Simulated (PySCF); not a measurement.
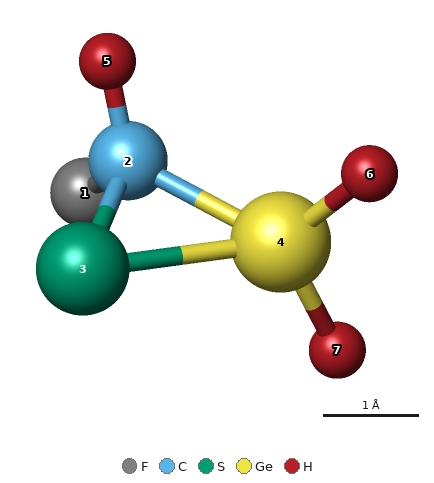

The structure (ball-and-stick view, seen at a tilt; atoms are numbered from 1 in the order of the input). Sticks mark near contacts. Bond lengths as drawn: C–F 1.36 Å, C–Ge 1.94 Å, C–H 1.09 Å, C–S 1.82 Å, Ge–H 1.52 to 1.53 Å and Ge–S 2.20 Å.

## CH₃FGeS: property calculation

CH₃FGeS, SMILES F[CH]1[S][GeH2]1, computed with r2SCAN/aug-cc-pVDZ, RKS (PySCF 2.14.0).

The geometry comes from this level: PBE0-D4/def2-TZVP.

Log:
```
PySCF version 2.14.0

[INPUT] num. atoms = 7
[INPUT] num. electrons = 66
[INPUT] charge = 0
[INPUT] spin (= nelec alpha-beta = 2S) = 0
[INPUT] symmetry False subgroup None
[INPUT] Mole.unit = angstrom
[INPUT] Symbol           X                Y                Z      unit          X                Y                Z       unit  Magmom
[INPUT]  1 F     -0.249100000000  -0.099400000000  -1.988100000000 AA   -0.470730777629  -0.187838776782  -3.756964508248 Bohr   0.0
[INPUT]  2 C     -0.596800000000  -0.308400000000  -0.686300000000 AA   -1.127788551140  -0.582791536816  -1.296919039289 Bohr   0.0
[INPUT]  3 S      0.265900000000  -1.680400000000   0.141800000000 AA    0.502478176522  -3.175495779719   0.267963164463 Bohr   0.0
[INPUT]  4 Ge     0.527900000000   0.431200000000   0.715500000000 AA    0.997586421158   0.814849904912   1.352099042126 Bohr   0.0
[INPUT]  5 H     -1.678800000000  -0.337800000000  -0.591600000000 AA   -3.172472217920  -0.638349484878  -1.117961975293 Bohr   0.0
[INPUT]  6 H     -0.054800000000   0.853200000000   2.062900000000 AA   -0.103556991626   1.612314329479   3.898316022365 Bohr   0.0
[INPUT]  7 H      1.846800000000   1.073600000000   0.300000000000 AA    3.489946206847   2.028809967333   0.566917837370 Bohr   0.0

nuclear repulsion = 353.260916822963
number of shells = 48
number of NR pGTOs = 239
number of NR cGTOs = 136
basis = aug-cc-pvdz
ecp = {}

******** <class 'pyscf.dft.rks.RKS'> ********
method = RKS
initial guess = minao
damping factor = 0
level_shift factor = 0
DIIS = <class 'pyscf.scf.diis.CDIIS'>
diis_start_cycle = 1
diis_space = 8
diis_damp = 0
SCF conv_tol = 0.01
SCF conv_tol_grad = None
SCF max_cycles = 50
direct_scf = True
direct_scf_tol = 1e-13
XC library pyscf.dft.libxc version 7.0.0
    S. Lehtola, C. Steigemann, M. J.T. Oliveira, and M. A.L. Marques.,  SoftwareX 7, 1–5 (2018)
XC functionals = r2scan
    J. W. Furness, A. D. Kaplan, J. Ning, J. P. Perdew, and J. Sun.,  J. Phys. Chem. Lett. 11, 8208-8215 (2020)
    J. W. Furness, A. D. Kaplan, J. Ning, J. P. Perdew, and J. Sun.,  J. Phys. Chem. Lett. 11, 9248-9248 (2020)
    J. W. Furness, A. D. Kaplan, J. Ning, J. P. Perdew, and J. Sun.,  J. Phys. Chem. Lett. 11, 8208-8215 (2020)
    J. W. Furness, A. D. Kaplan, J. Ning, J. P. Perdew, and J. Sun.,  J. Phys. Chem. Lett. 11, 9248-9248 (2020)
radial grids:
    Treutler-Ahlrichs [JCP 102, 346 (1995); DOI:10.1063/1.469408] (M4) radial grids

becke partition: Becke, JCP 88, 2547 (1988); DOI:10.1063/1.454033
pruning grids: <function nwchem_prune>
grids dens level: 4
symmetrized grids: False
atomic radii adjust function: <function treutler_atomic_radii_adjust>
small_rho_cutoff = 0
Set gradient conv threshold to 0.1
Initial guess from minao.
tot grids = 163448
init E= -2614.63939495944
  HOMO = -0.27521433078031  LUMO = -0.0733091957465808  gap/eV = 5.49412
cycle= 1 E= -2614.76299230455  delta_E= -0.124  |g|= 0.461  |ddm|= 2.83
  HOMO = -0.189840486334439  LUMO = -0.0586212532936194  gap/eV = 3.57066
cycle= 2 E= -2614.64673440705  delta_E= 0.116  |g|= 0.835  |ddm|= 1.27
  HOMO = -0.233352434703238  LUMO = -0.0518703661251365  gap/eV = 4.93838
cycle= 3 E= -2614.80582452049  delta_E= -0.159  |g|= 0.0736  |ddm|= 0.835
  HOMO = -0.232790966394259  LUMO = -0.0554314998692469  gap/eV = 4.82620
cycle= 4 E= -2614.80732110839  delta_E= -0.0015  |g|= 0.0174  |ddm|= 0.128
  HOMO = -0.23493165280379  LUMO = -0.0549005209403699  gap/eV = 4.89890
Extra cycle  E= -2614.80714023986  delta_E= 0.000181  |g|= 0.0277  |ddm|= 0.0532
converged SCF energy = -2614.80714023986
Final energy -2614.807140239862
**** SCF Summaries ****
Total Energy =                       -2614.807140239861837
Nuclear Repulsion Energy =             353.260916822962599
One-electron Energy =                -4340.032789684612908
Two-electron Energy =                 1371.964732621788016
Two-electron Coulomb Energy =         1493.567056545078003
DFT Exchange-Correlation Energy =     -121.602323923289944
HOMO-LUMO gap [eV] =                     4.898896624753050
**** MO energy ****
MO #1   energy= -398.23382123013   occ= 2
MO #2   energy= -88.5668588580782  occ= 2
MO #3   energy= -49.6696742801372  occ= 2
MO #4   energy= -44.1613176339069  occ= 2
MO #5   energy= -44.1599337792324  occ= 2
MO #6   energy= -44.1597837463397  occ= 2
MO #7   energy= -24.5240151985013  occ= 2
MO #8   energy= -10.1699405224911  occ= 2
MO #9   energy= -7.86478587557287  occ= 2
MO #10  energy= -6.21208148432301  occ= 2
MO #11  energy= -5.81080264106336  occ= 2
MO #12  energy= -5.80858351852124  occ= 2
MO #13  energy= -5.80216829522976  occ= 2
MO #14  energy= -4.36468131650309  occ= 2
MO #15  energy= -4.36139586015482  occ= 2
MO #16  energy= -4.36035209716467  occ= 2
MO #17  energy= -1.1892993474234   occ= 2
MO #18  energy= -1.17202284759335  occ= 2
MO #19  energy= -1.17089830620038  occ= 2
MO #20  energy= -1.17046826031931  occ= 2
MO #21  energy= -1.16785621071743  occ= 2
MO #22  energy= -1.16661710228207  occ= 2
MO #23  energy= -0.768564699156769 occ= 2
MO #24  energy= -0.595589796189949 occ= 2
MO #25  energy= -0.528182567192369 occ= 2
MO #26  energy= -0.489048616626242 occ= 2
MO #27  energy= -0.436775052680815 occ= 2
MO #28  energy= -0.421763418171836 occ= 2
MO #29  energy= -0.353457806536165 occ= 2
MO #30  energy= -0.347830258527568 occ= 2
MO #31  energy= -0.300798946275161 occ= 2
MO #32  energy= -0.250221808572415 occ= 2
MO #33  energy= -0.23493165280379  occ= 2
MO #34  energy= -0.0549005209403699 occ= 0
MO #35  energy= -0.0288841445657511 occ= 0
MO #36  energy= -0.00202693505681406 occ= 0
MO #37  energy= 0.00909407849135491 occ= 0
MO #38  energy= 0.0226256862753331 occ= 0
MO #39  energy= 0.0324520099706307 occ= 0
MO #40  energy= 0.0395307977179975 occ= 0
MO #41  energy= 0.055318122293043  occ= 0
MO #42  energy= 0.0632941114613485 occ= 0
MO #43  energy= 0.0678431534497718 occ= 0
MO #44  energy= 0.0793841217754903 occ= 0
MO #45  energy= 0.0862154522817349 occ= 0
MO #46  energy= 0.0983061255038945 occ= 0
MO #47  energy= 0.1015368546657    occ= 0
MO #48  energy= 0.112935162545035  occ= 0
MO #49  energy= 0.128600033019212  occ= 0
MO #50  energy= 0.130090294288684  occ= 0
MO #51  energy= 0.137445497370519  occ= 0
MO #52  energy= 0.144977905354048  occ= 0
MO #53  energy= 0.158492475169793  occ= 0
MO #54  energy= 0.162267075846974  occ= 0
MO #55  energy= 0.199210039405539  occ= 0
MO #56  energy= 0.207099013170979  occ= 0
MO #57  energy= 0.231949959443316  occ= 0
MO #58  energy= 0.247235725955178  occ= 0
MO #59  energy= 0.255316146396953  occ= 0
MO #60  energy= 0.267797553904362  occ= 0
MO #61  energy= 0.275888206683079  occ= 0
MO #62  energy= 0.299061435528479  occ= 0
MO #63  energy= 0.308574971943194  occ= 0
MO #64  energy= 0.311678701962075  occ= 0
MO #65  energy= 0.32173575693777   occ= 0
MO #66  energy= 0.336250048238009  occ= 0
MO #67  energy= 0.345037337207868  occ= 0
MO #68  energy= 0.357103457032544  occ= 0
MO #69  energy= 0.366451104616518  occ= 0
MO #70  energy= 0.37286757589554   occ= 0
MO #71  energy= 0.381395438545732  occ= 0
MO #72  energy= 0.397021114567523  occ= 0
MO #73  energy= 0.442173425999004  occ= 0
MO #74  energy= 0.447547432757241  occ= 0
MO #75  energy= 0.471599905584712  occ= 0
MO #76  energy= 0.481323897713346  occ= 0
MO #77  energy= 0.492510073284518  occ= 0
MO #78  energy= 0.49909872769733   occ= 0
MO #79  energy= 0.517882279520992  occ= 0
MO #80  energy= 0.554094264923807  occ= 0
MO #81  energy= 0.569044018535785  occ= 0
MO #82  energy= 0.574587788260523  occ= 0
MO #83  energy= 0.588055410130806  occ= 0
MO #84  energy= 0.626519431343765  occ= 0
MO #85  energy= 0.654263034216264  occ= 0
MO #86  energy= 0.682878340748646  occ= 0
MO #87  energy= 0.701608622504737  occ= 0
MO #88  energy= 0.726707851269973  occ= 0
MO #89  energy= 0.728643245369011  occ= 0
MO #90  energy= 0.770174261659712  occ= 0
MO #91  energy= 0.789039633024335  occ= 0
MO #92  energy= 0.824875856238228  occ= 0
MO #93  energy= 0.831959294577902  occ= 0
MO #94  energy= 0.842988573450959  occ= 0
MO #95  energy= 0.869577694570125  occ= 0
MO #96  energy= 0.916699674015379  occ= 0
MO #97  energy= 0.947824392950023  occ= 0
MO #98  energy= 0.980543701339269  occ= 0
MO #99  energy= 0.990370199696037  occ= 0
MO #100 energy= 1.02354606996353   occ= 0
MO #101 energy= 1.05711931198702   occ= 0
MO #102 energy= 1.06405065132276   occ= 0
MO #103 energy= 1.07703981397288   occ= 0
MO #104 energy= 1.11102133644296   occ= 0
MO #105 energy= 1.12552279872416   occ= 0
MO #106 energy= 1.25650221804078   occ= 0
MO #107 energy= 1.27419994554717   occ= 0
MO #108 energy= 1.36808653634656   occ= 0
MO #109 energy= 1.42300945360336   occ= 0
MO #110 energy= 1.43891274463448   occ= 0
MO #111 energy= 1.48685553585656   occ= 0
MO #112 energy= 1.5578008195786    occ= 0
MO #113 energy= 1.59521442630015   occ= 0
MO #114 energy= 1.62077005201717   occ= 0
MO #115 energy= 1.65520955295628   occ= 0
MO #116 energy= 1.67906585311763   occ= 0
MO #117 energy= 1.68494411049765   occ= 0
MO #118 energy= 1.70694461840504   occ= 0
MO #119 energy= 1.7492050562414    occ= 0
MO #120 energy= 1.81482390667993   occ= 0
MO #121 energy= 1.85201888285722   occ= 0
MO #122 energy= 1.9114723281139    occ= 0
MO #123 energy= 1.94445846029149   occ= 0
MO #124 energy= 2.00999839098021   occ= 0
MO #125 energy= 2.04692690199765   occ= 0
MO #126 energy= 2.07781125199723   occ= 0
MO #127 energy= 2.12298967723801   occ= 0
MO #128 energy= 2.13212148242591   occ= 0
MO #129 energy= 2.36095363009468   occ= 0
MO #130 energy= 2.58859146360281   occ= 0
MO #131 energy= 3.22278270147385   occ= 0
MO #132 energy= 4.57166064990085   occ= 0
MO #133 energy= 4.58460251982923   occ= 0
MO #134 energy= 4.6576247734874    occ= 0
MO #135 energy= 4.68640547029841   occ= 0
MO #136 energy= 4.70304045622319   occ= 0
 ** Mulliken pop on meta-lowdin orthogonal AOs  **
 ** Mulliken pop  **
pop of  0 F 1s            1.99997
pop of  0 F 2s            1.84929
pop of  0 F 3s            0.00345
pop of  0 F 4s            0.00056
pop of  0 F 2px           1.92723
pop of  0 F 2py           1.92721
pop of  0 F 2pz           1.55553
pop of  0 F 3px           0.00469
pop of  0 F 3py           0.00381
pop of  0 F 3pz           0.00128
pop of  0 F 4px           0.00086
pop of  0 F 4py           0.00083
pop of  0 F 4pz           0.00028
pop of  0 F 3dxy          0.00016
pop of  0 F 3dyz          0.00155
pop of  0 F 3dz^2         0.00306
pop of  0 F 3dxz          0.00168
pop of  0 F 3dx2-y2       0.00015
pop of  0 F 4dxy          0.00005
pop of  0 F 4dyz          0.00033
pop of  0 F 4dz^2         0.00088
pop of  0 F 4dxz          0.00049
pop of  0 F 4dx2-y2       0.00004
pop of  1 C 1s            1.99991
pop of  1 C 2s            1.06698
pop of  1 C 3s            0.00468
pop of  1 C 4s            0.00126
pop of  1 C 2px           1.08726
pop of  1 C 2py           1.07405
pop of  1 C 2pz           0.75731
pop of  1 C 3px           0.00485
pop of  1 C 3py           0.00110
pop of  1 C 3pz           0.00608
pop of  1 C 4px           0.00122
pop of  1 C 4py           0.00045
pop of  1 C 4pz           0.00110
pop of  1 C 3dxy          0.00212
pop of  1 C 3dyz          0.00506
pop of  1 C 3dz^2         0.00382
pop of  1 C 3dxz          0.00725
pop of  1 C 3dx2-y2       0.00181
pop of  1 C 4dxy          0.00034
pop of  1 C 4dyz          0.00058
pop of  1 C 4dz^2         0.00178
pop of  1 C 4dxz          0.00122
pop of  1 C 4dx2-y2       0.00089
pop of  2 S 1s            2.00000
pop of  2 S 2s            1.99985
pop of  2 S 3s            1.78303
pop of  2 S 4s            0.00349
pop of  2 S 5s            0.00076
pop of  2 S 2px           1.99992
pop of  2 S 2py           1.99989
pop of  2 S 2pz           1.99992
pop of  2 S 3px           1.58526
pop of  2 S 3py           1.27554
pop of  2 S 3pz           1.49147
pop of  2 S 4px           0.00421
pop of  2 S 4py           0.00345
pop of  2 S 4pz           0.00467
pop of  2 S 5px           0.00053
pop of  2 S 5py           0.00055
pop of  2 S 5pz           0.00040
pop of  2 S 3dxy          0.00704
pop of  2 S 3dyz          0.00778
pop of  2 S 3dz^2         0.00253
pop of  2 S 3dxz          0.00193
pop of  2 S 3dx2-y2       0.00824
pop of  2 S 4dxy          0.00034
pop of  2 S 4dyz          0.00038
pop of  2 S 4dz^2         0.00070
pop of  2 S 4dxz          0.00051
pop of  2 S 4dx2-y2       0.00053
pop of  3 Ge 1s           2.00000
pop of  3 Ge 2s           1.99997
pop of  3 Ge 3s           1.99974
pop of  3 Ge 4s           1.16319
pop of  3 Ge 5s           0.00549
pop of  3 Ge 6s           0.00072
pop of  3 Ge 2px          1.99999
pop of  3 Ge 2py          1.99999
pop of  3 Ge 2pz          1.99999
pop of  3 Ge 3px          1.99994
pop of  3 Ge 3py          1.99993
pop of  3 Ge 3pz          1.99994
pop of  3 Ge 4px          0.85766
pop of  3 Ge 4py          0.67815
pop of  3 Ge 4pz          0.82722
pop of  3 Ge 5px          0.00791
pop of  3 Ge 5py          0.00869
pop of  3 Ge 5pz          0.00919
pop of  3 Ge 6px          0.00107
pop of  3 Ge 6py          0.00053
pop of  3 Ge 6pz          0.00078
pop of  3 Ge 3dxy         1.99917
pop of  3 Ge 3dyz         1.99922
pop of  3 Ge 3dz^2        1.99899
pop of  3 Ge 3dxz         1.99898
pop of  3 Ge 3dx2-y2      1.99908
pop of  3 Ge 4dxy         0.00394
pop of  3 Ge 4dyz         0.00365
pop of  3 Ge 4dz^2        0.00277
pop of  3 Ge 4dxz         0.00284
pop of  3 Ge 4dx2-y2      0.00382
pop of  3 Ge 5dxy         0.00243
pop of  3 Ge 5dyz         0.00169
pop of  3 Ge 5dz^2        0.00132
pop of  3 Ge 5dxz         0.00260
pop of  3 Ge 5dx2-y2      0.00129
pop of  4 H 1s            0.86280
pop of  4 H 2s            0.00473
pop of  4 H 3s            0.00264
pop of  4 H 2px           0.00181
pop of  4 H 2py           0.00049
pop of  4 H 2pz           0.00134
pop of  4 H 3px           0.00051
pop of  4 H 3py           0.00072
pop of  4 H 3pz           0.00144
pop of  5 H 1s            1.01554
pop of  5 H 2s            0.00426
pop of  5 H 3s            0.00086
pop of  5 H 2px           0.00054
pop of  5 H 2py           0.00026
pop of  5 H 2pz           0.00179
pop of  5 H 3px           0.00055
pop of  5 H 3py           0.00057
pop of  5 H 3pz           0.00043
pop of  6 H 1s            1.00976
pop of  6 H 2s            0.00432
pop of  6 H 3s            0.00089
pop of  6 H 2px           0.00186
pop of  6 H 2py           0.00044
pop of  6 H 2pz           0.00046
pop of  6 H 3px           0.00034
pop of  6 H 3py           0.00061
pop of  6 H 3pz           0.00072
 ** Mulliken atomic charges  **
charge of    0F =     -0.28336
charge of    1C =     -0.03112
charge of    2S =     -0.18295
charge of    3Ge =      0.41812
charge of    4H =      0.12352
charge of    5H =     -0.02481
charge of    6H =     -0.01941
Dipole moment(X, Y, Z, Debye): -0.28128,  2.02445,  1.84795
Traceless quadrupole moment (Debye*A):

IAO charges [-0.2929 -0.1209 -0.1775  0.5277  0.1652 -0.0542 -0.0474]
```

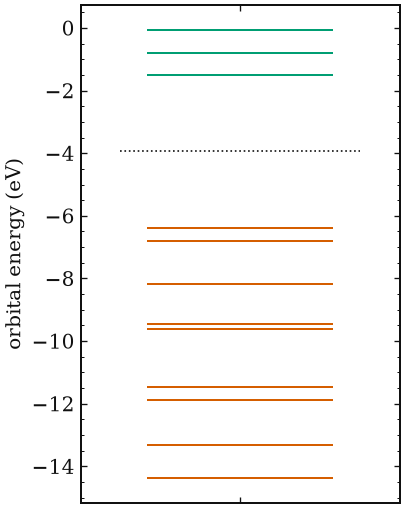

Orbital energies near the frontier; the dotted line parts filled from empty levels, and levels within 0.02 eV of each other stand side by side. Highest filled −6.39 eV, lowest empty −1.49 eV, 4.90 eV apart.

The run was set up as follows.

The input (run.py):
```python
import numpy
from pyscf import gto, scf, dft, lo

mol = gto.M(
    atom='''
F     -0.249100    -0.099400    -1.988100
C     -0.596800    -0.308400    -0.686300
S      0.265900    -1.680400     0.141800
Ge     0.527900     0.431200     0.715500
H     -1.678800    -0.337800    -0.591600
H     -0.054800     0.853200     2.062900
H      1.846800     1.073600     0.300000
''',
    verbose=4,
    spin=0,
    basis='aug-cc-pvdz',
    max_memory=1860,
)

calc0 = dft.RKS(mol)
calc0.xc = 'r2scan'
calc0.grids.level = 4
calc0.conv_tol = 0.01
calc0.kernel()

e_final = calc0.e_tot
print('Final energy', e_final)
calc0.analyze()
quad = calc0.quad_moment()
occ = calc0.mo_coeff[:, calc0.mo_occ > 0]
iaos = lo.vec_lowdin(lo.iao.iao(mol, occ), calc0.get_ovlp())
c = iaos.T @ calc0.get_ovlp() @ occ
pop_iao, q_iao = scf.hf.mulliken_pop(lo.iao.reference_mol(mol), (c * calc0.mo_occ[calc0.mo_occ > 0]) @ c.T, numpy.eye(c.shape[0]), verbose=0)
print('IAO charges', numpy.round(q_iao, 4))
```

Launched with:
```bash
OMP_NUM_THREADS=1 python run.py
```

Summary:

| quantity | value |
| --- | --- |
| outcome | converged |
| total energy | −2614.807140 hartree |
| basis functions | 136 |
| HOMO | −6.39 eV |
| LUMO | −1.49 eV |
| dipole moment | 2.76 D |
| hardware | 1 thread of Arm Neoverse V1, 24 GiB of memory available, shared host |
| wall time | 28 s |
| peak memory | 0.91 GiB |
